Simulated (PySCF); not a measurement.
C$_{6}$H$_{14}$N$_{2}$Si$_{2}$

```xyz
24

C     1.2348    2.4805   -0.9647
Si    0.8918    0.6920   -0.4864
Si    2.5791   -0.2786    0.8237
N     2.2677   -1.9972    0.8112
C    -0.7620    0.5581    0.4326
C    -2.0110    0.6471   -0.4795
C    -2.0879   -0.8984   -0.4511
C    -3.3930   -1.5278   -0.3647
N    -4.4398   -2.0162   -0.2771
C    -1.1817   -0.8860    0.8045
H     1.3446    3.1110   -0.0687
H     0.4064    2.8857   -1.5672
H     2.1590    2.5639   -1.5557
H     0.7853   -0.1418   -1.7365
H     3.9411    0.1456    0.3388
H     2.4862    0.1721    2.2491
H     2.7651   -2.5908    1.4675
H     2.2030   -2.4589   -0.0905
H    -0.7434    1.2715    1.2726
H    -1.9162    1.1144   -1.4719
H    -2.8710    1.0975    0.0382
H    -1.5506   -1.3272   -1.3118
H    -1.7824   -0.9148    1.7252
H    -0.3995   -1.6577    0.8666
```

Geometry: PBE0-D3(BJ)/def2-SVP.

All numbers below come from wB97X-D/def2-SVPD, SCF density, gas phase in PySCF.

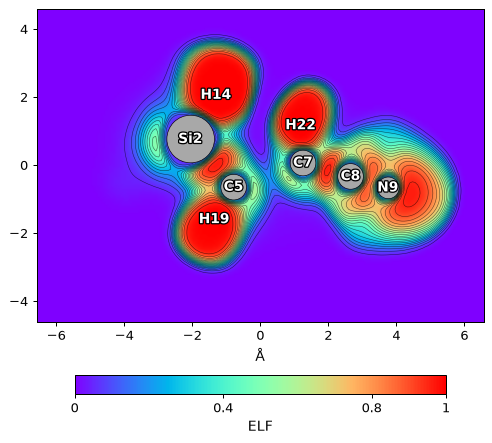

Figure 1. ELF on the plane of atoms C8, C7 and H22. Grey discs cover the atomic cores.

**Read the bonding off the picture.**

- The section cuts through Si, C, N and H sites.
- C–N (1.16 Å): the ELF peaks at about 0.85 between the atoms: a short, multiple covalent bond.
- C–C (1.45 Å): the ELF peaks at about 0.95 between the atoms; a covalent bond.
- C–Si (1.90 Å): the ELF peaks at about 0.95 between the atoms: localised, covalent bonding.
- The ELF also peaks beside N9, away from the bonds: lone-pair regions.

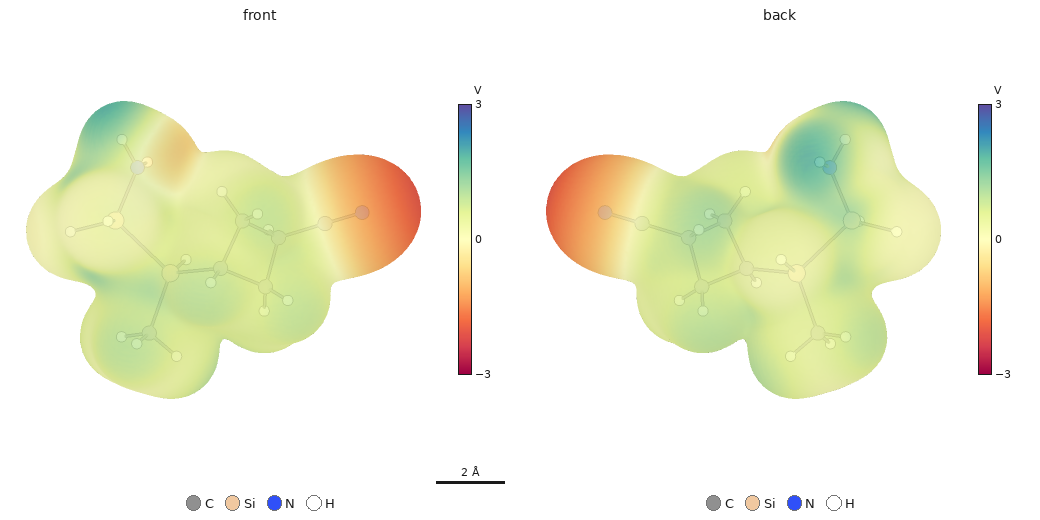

Figure 2. The molecular electrostatic potential painted on the density surface at 0.002 e/bohr³, seen from the front and from behind; red is negative and blue positive.

**Which sites attract a positive test charge, and which a negative one?**

A positive charge is drawn to the negative regions and a negative charge to the positive ones. The most negative region (about −2.0 V, or −46 kcal/mol for a unit charge) lies over N9, the most positive (about +1.8 V, or +42 kcal/mol for a unit charge) over H17 and H18. N9 is the likeliest acceptor of a hydrogen bond.
